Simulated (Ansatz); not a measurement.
# BBrH4Si: interaction energy of a dimer with the counterpoise correction from a Python script

How strongly do two molecules of BBrH4Si bind, and how much of that is basis error? Aim: the interaction energy of a dimer with the counterpoise correction, for BBrH4Si, run from a script. SMILES: B[SiH2]Br.

Program: the Python package of Ansatz 0.2.0. Level of theory: PBE/def2-SVP. These are calculated values, not measurements.

## Step 1: Starting point

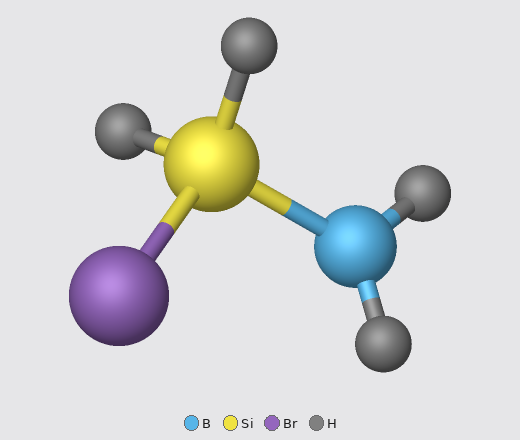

The structure that the script starts from, seen from a chosen angle (boron blue, silicon yellow, bromine purple, hydrogen grey).

The script holds or builds the structure itself.

## Step 2: Script

bbrh4si_dimer.py

```python
'''Interaction energy of two BBrH4Si molecules, with the counterpoise correction.'''

import ansatz

FIRST = [
    ('B', (-0.9333, 0.1, -0.669)),
    ('Si', (0.6109, 0.0815, 0.4183)),
    ('Br', (0.9708, -2.0401, 1.0495)),
    ('H', (-1.5043, -0.8373, -0.9147)),
    ('H', (-1.3544, 1.1679, -1.1377)),
    ('H', (0.4222, 0.9456, 1.6055)),
    ('H', (1.7884, 0.5823, -0.352)),
]
SECOND = [
    ('B', (4.3888, -2.8435, -4.7198)),
    ('Si', (2.798, -2.3728, -3.8171)),
    ('Br', (3.169, -0.4325, -2.7556)),
    ('H', (5.31, -2.1992, -4.6859)),
    ('H', (4.447, -3.8938, -5.3763)),
    ('H', (2.4192, -3.4248, -2.8468)),
    ('H', (1.6821, -2.2041, -4.7953)),
]

def energy(atoms, ghosts=()):
    molecule = ansatz.Crystal.molecule()
    for symbol, xyz in atoms:
        molecule = molecule.atom(symbol, xyz)
    calc = (
        molecule.calculation()
        .basis(gaussian='def2-SVP')
        .functional('pbe')
    )
    deck = calc.input()
    if ghosts:
        deck = deck.set(ansatz.key.basis.gaussian.ghost_atoms, [{'symbol': s, 'position_ang': list(xyz)} for s, xyz in ghosts])
    return ansatz.Session.from_dict(deck).plan().execute().report['free_energy_ev']


def main() -> None:
    # monomers in their own basis and in the basis of the dimer
    both = energy(FIRST + SECOND)
    alone = energy(FIRST) + energy(SECOND)
    ghosted = energy(FIRST, SECOND) + energy(SECOND, FIRST)
    print(f'dimer {both:.6f} eV')
    print(f'interaction, uncorrected   {(both - alone):8.3f} eV')
    print(f'interaction, counterpoise  {(both - ghosted):8.3f} eV')
    print(f'basis-set superposition    {(alone - ghosted):8.3f} eV')


if __name__ == '__main__':
    main()
```

## Step 3: The run

The run is started by

```console
python bbrh4si_dimer.py
```

Log:

```text
dimer -157274.752528 eV
interaction, uncorrected     -0.029 eV
interaction, counterpoise     0.004 eV
basis-set superposition       0.032 eV
```

Run time: 21 s. Hardware: 1 thread of Arm Neoverse V2, shared host; peak memory 0.3 GiB.

Lines on the test bed's own set-up are left out of the output.

## Step 4: Run by run

From the records of these 5 runs:

| run | system | ghost atoms | energy (eV) | SCF cycles | CPU time (s) |
| --- | --- | --- | --- | --- | --- |
| 1 | B2Br2H8Si2 | not set | -157274.7525 | 18 | 7.6 |
| 2 | BBrH4Si | not set | -78637.3620 | 15 | 1.6 |
| 3 | BBrH4Si | not set | -78637.3619 | 15 | 1.6 |
| 4 | BBrH4Si | a list of 7 | -78637.3703 | 15 | 5.1 |
| 5 | BBrH4Si | a list of 7 | -78637.3861 | 15 | 5.1 |

Totals carry meaning only in balanced differences at one level of theory.

## Step 5: What came out

| quantity | value |
| --- | --- |
| interaction energy, uncorrected | -0.029 eV |
| interaction energy, counterpoise | 0.004 eV |
| runs compared | 5 |

In words: The counterpoise correction turns the binding into repulsion: what looked like attraction was the basis set's error. Uncorrected it is -0.029 eV, with the counterpoise correction 0.004 eV; the difference, 0.03 eV, is the superposition error. The sign changes with the correction, so this basis doesn't settle it. Caveats:
- The dimer is a generated trial pose of unrelaxed monomers, not a minimum, so the figure is no binding energy, and the basis set is small.
- This level lacks the dispersion part of the attraction (electrostatics and induction are there), which can decide the sign where the interaction is weak.
